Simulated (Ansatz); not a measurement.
**Response to strain in InBi**

Take InBi in the zinc blende structure (space group F-43m, No. 216; a = 6.722 Å; a cell from a computed database, its experimental status unchecked; relaxed with 0.1 eV smearing) as the base.

Strains are applied to the cell and any free atomic positions relax.

Method: DFT with PBEsol, PAW potentials and a 420 eV plane-wave cutoff in Ansatz (a program for electronic structure), no spin-orbit coupling, earlier PAW set.

Notes on the quantities. energy relative to the base: free energy F.

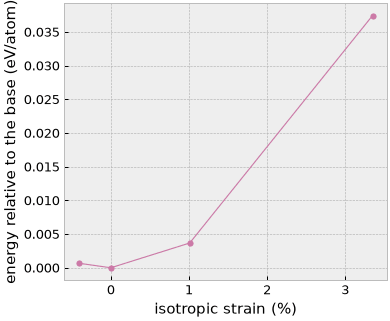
Figure. Energy relative to the base against isotropic strain

| isotropic strain (%) | energy relative to the base |
|---|---|
| -0.41 | +0.7 meV/atom |
| 1.01 | +3.7 meV/atom |
| 3.35 | +37 meV/atom |

Stability against distortions was not tested.
